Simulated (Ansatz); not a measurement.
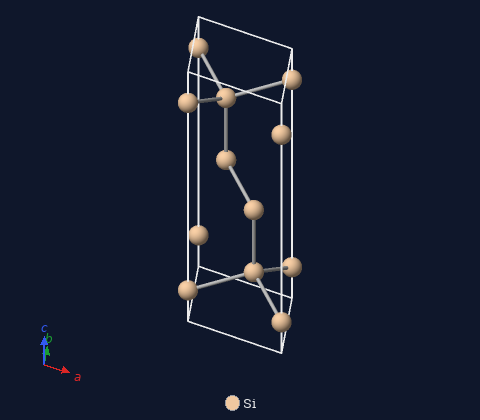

Si, space group R-3m:H (No. 166), a = 3.811 Å, b = 3.811 Å, c = 9.471 Å, α = 90.00°, β = 90.00°, γ = 120.00°

| site | Wyckoff | x | y | z |
| --- | --- | --- | --- | --- |
| Si | 6c | 0.0000 | 0.0000 | 0.8757 |

Origin: the end point of a relaxation (final pressure about 1.6 GPa) with Ansatz 0.2.0, DFT r2SCAN, scalar-relativistic, plane waves, PAW.

**Compute the Voronoi cell of each site (no radii): faces and volume.**

| site | faces above 1 % of the sphere | volume (Å³) | solid angle by neighbour (%) |
| --- | --- | --- | --- |
| Si | 10 | 19.85 | Si 100 |

Weighted by multiplicity the volumes add up to the cell volume, 119.1 Å³.

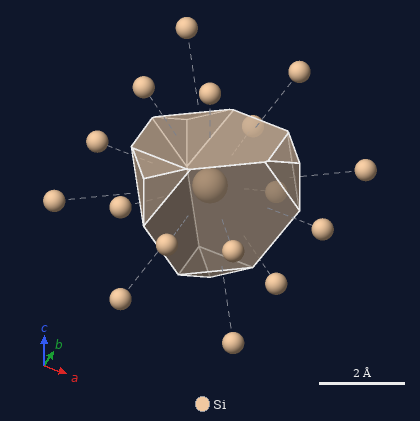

The computed Voronoi cell of Si, with the neighbours that bound it.
